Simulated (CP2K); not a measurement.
# AM1 run of C3H7F (SMILES CC(C)F)

Aim: the energy change on altering one bond length of C3H7F at AM1, from 2 runs. 

The calculation is run with CP2K 2026.2.

2 further runs of the same task are left out: 2 that didn't finish.

### 1 The molecule

C3H7F has 11 atoms, charge 0, and is taken as a singlet. As SMILES, `CC(C)F`. The coordinates come from a PBE0-D4/def2-TZVP relaxation.

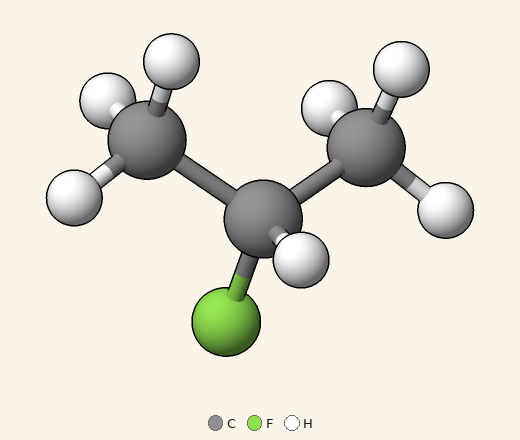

The structure, seen from a chosen angle (carbon grey, fluorine green, hydrogen white).

### 2 A single-point energy at AM1

Input file molecule.inp:

```
&FORCE_EVAL
   METHOD QS
   &DFT
      CHARGE 0
      MULTIPLICITY 1
      ! Quickstep
      &QS
         METHOD AM1
         EPS_DEFAULT 1.0E-10
         &SE
            &COULOMB
               CUTOFF [angstrom] 50
               RC_RANGE [angstrom] 0
            &END COULOMB
            &EXCHANGE
               CUTOFF [angstrom] 50
               RC_RANGE [angstrom] 0
            &END EXCHANGE
         &END SE
      &END QS
      ! isolated system
      &POISSON
         PERIODIC NONE
         POISSON_SOLVER ANALYTIC
      &END POISSON
      ! SCF settings
      &SCF
         SCF_GUESS ATOMIC
         EPS_SCF 1.0E-06
         MAX_SCF 100
         &DIAGONALIZATION
            ALGORITHM STANDARD
         &END DIAGONALIZATION
         &MIXING
            METHOD DIRECT_P_MIXING
            ALPHA 0.4
         &END MIXING
      &END SCF
      &PRINT
         &MOMENTS
            PERIODIC F
            REFERENCE COM
            MAX_MOMENT 1
         &END MOMENTS
         &MO ON
            ENERGIES T
            OCCUPATION_NUMBERS T
            NDIGITS 6
            &EACH
               QS_SCF 0
            &END EACH
            ADD_LAST NUMERIC
         &END MO
         &HIRSHFELD OFF
         &END HIRSHFELD
      &END PRINT
   &END DFT
   ! structure
   &SUBSYS
      ! vacuum box
      &CELL
         ABC [angstrom] 19 19.6 19.1
         PERIODIC NONE
      &END CELL
      &COORD
         C     -0.234500     1.045100    -0.703000
         C     -0.479600    -0.306600    -0.081300
         C      0.626400    -0.766200     0.834700
         F     -0.614100    -1.242400    -1.108400
         H     -1.041900     1.303400    -1.390000
         H     -0.180600     1.814100     0.071000
         H      0.707700     1.043900    -1.256000
         H     -1.436600    -0.307200     0.453700
         H      1.578500    -0.788700     0.299400
         H      0.417300    -1.766700     1.216600
         H      0.722800    -0.085600     1.683800
      &END COORD
      &TOPOLOGY
         &CENTER_COORDINATES
         &END CENTER_COORDINATES
      &END TOPOLOGY
   &END SUBSYS
&END FORCE_EVAL
&GLOBAL
   PROJECT_NAME molecule
   RUN_TYPE ENERGY
   PRINT_LEVEL MEDIUM
&END GLOBAL
```

On the command line:

```console
$ OMP_NUM_THREADS=1 cp2k.psmp -i molecule.inp -o molecule.out
```

Log, shortened:

```text
CP2K| version string:                                       CP2K version 2026.2
[...]
 GLOBAL| Method name                                                        CP2K
[...]
 GLOBAL| Run type                                                         ENERGY
[...]
                             - Atoms:                                         11
[...]
                             - Spherical basis functions:                     23
[...]
 Number of electrons:                                                         26
[...]
     1 P_Mix/Diag. 0.40E+00    0.0     0.77963485       -28.6273288610 -2.86E+01
[...]
    15 DIIS/Diag.  0.27E-06    0.0     0.00000052       -35.5100013395 -4.51E-11
  *** SCF run converged in    15 steps ***
  Core-core repulsion energy [eV]:                           1827.53481161488935
  Core Hamiltonian energy [eV]:                             -1542.30881537487903
  Two-electron integral energy [eV]:                        -2503.00454686966259
  Electronic energy [eV]:                                   -2793.81108880971033
  Total energy [eV]:                                         -966.27627719482098
  Atomic reference energy [eV]:                               963.37907008370337
  Heat of formation [kcal/mol]:                               -66.81118845828588
[...]
 SE_DIPOLE| Moment [Debye]         -0.28707453      -1.19346966      -1.24522610
 SE_DIPOLE| Derivative [a.u.]       0.00000000       0.00000000       0.00000000
 ENERGY| Total FORCE_EVAL ( QS ) energy [hartree]            -35.510001339458043
[...]
```

It took 0.2 s on 1 thread of Arm Neoverse V2, shared host.

### 3 The distorted shape

Input file run.inp:

```
&global
    project run
    run_type ENERGY
    print_level MEDIUM
&end global

&force_eval
    method QUICKSTEP
    &dft
        charge 0
        multiplicity 1
        &qs
            method AM1
            eps_default 1.0E-10
            &se
                &coulomb
                    cutoff [angstrom] 50
                    rc_range [angstrom] 0
                &end coulomb
                &exchange
                    cutoff [angstrom] 50
                    rc_range [angstrom] 0
                &end exchange
            &end se
        &end qs
        &poisson
            periodic NONE
            poisson_solver ANALYTIC
        &end poisson
        &scf
            scf_guess ATOMIC
            eps_scf 1.0E-06
            max_scf 100
            &diagonalization
                algorithm STANDARD
            &end diagonalization
            &mixing
                method DIRECT_P_MIXING
                alpha 0.4
            &end mixing
        &end scf
        &print
            &moments
                periodic F
                reference COM
                max_moment 1
            &end moments
            &mo ON
                energies T
                occupation_numbers T
                ndigits 6
                &each
                    qs_scf 0
                &end each
                add_last NUMERIC
            &end mo
            &hirshfeld OFF
            &end hirshfeld
        &end print
    &end dft
    &subsys
        &cell
            abc [angstrom] 19 19.6 19.1
            periodic NONE
        &end cell
        &coord
            C     -0.375854     1.045280    -0.620036
            C     -0.620954    -0.306420     0.001664
            C      0.485046    -0.766020     0.917664
            F     -0.755454    -1.242220    -1.025436
            H     -1.183254     1.303580    -1.307036
            H     -0.321954     1.814280     0.153964
            H      0.707700     1.043900    -1.256000
            H     -1.577954    -0.307020     0.536664
            H      1.437146    -0.788520     0.382364
            H      0.275946    -1.766520     1.299564
            H      0.581446    -0.085420     1.766764
        &end coord
        &topology
            &center_coordinates
            &end center_coordinates
        &end topology
    &end subsys
&end force_eval
```

On the command line:

```console
$ OMP_NUM_THREADS=1 cp2k.psmp -i run.inp -o run.out
```

Log, shortened:

```text
CP2K| version string:                                       CP2K version 2026.2
[...]
 GLOBAL| Method name                                                        CP2K
[...]
 GLOBAL| Run type                                                         ENERGY
[...]
                             - Atoms:                                         11
[...]
                             - Spherical basis functions:                     23
[...]
 Number of electrons:                                                         26
[...]
     1 P_Mix/Diag. 0.40E+00    0.0     0.77963217       -28.6870935614 -2.87E+01
[...]
    15 DIIS/Diag.  0.28E-06    0.0     0.00000059       -35.5009929244 -4.86E-11
  *** SCF run converged in    15 steps ***
  Core-core repulsion energy [eV]:                           1819.98298291348033
  Core Hamiltonian energy [eV]:                             -1541.05272864482117
  Two-electron integral energy [eV]:                        -2489.92280004530676
  Electronic energy [eV]:                                   -2786.01412866747478
  Total energy [eV]:                                         -966.03114575399422
  Atomic reference energy [eV]:                               963.37907008370337
  Heat of formation [kcal/mol]:                               -61.15832269412243
[...]
 SE_DIPOLE| Moment [Debye]         -0.31430539      -1.19459470      -1.22805586
 SE_DIPOLE| Derivative [a.u.]       0.00000000       0.00000000       0.00000000
 ENERGY| Total FORCE_EVAL ( QS ) energy [hartree]            -35.500992924372689
[...]
```

It took 0.2 s on 1 thread of Arm Neoverse V2, shared host.

### 4 Outcome

At AM1:

```
                                                         quantity           value
                                        first shape: total energy    -35.51000 Eh
                                       first shape: dipole moment          1.75 D
                                         first shape: HOMO energy       -11.61 eV
                                   first shape: heat of formation  -66.8 kcal/mol
                                    distorted shape: total energy    -35.50099 Eh
                                   distorted shape: dipole moment          1.74 D
                                     distorted shape: HOMO energy       -11.52 eV
                               distorted shape: heat of formation  -61.2 kcal/mol
energy change with the C1–H7 bond stretched from 1.092 to 1.256 Å        0.245 eV
```

What this shows: With the C1–H7 bond stretched from 1.092 to 1.256 Å the energy rises by 0.25 eV (23.7 kJ/mol). The first shape isn't relaxed at this level, so the change isn't measured from a minimum.
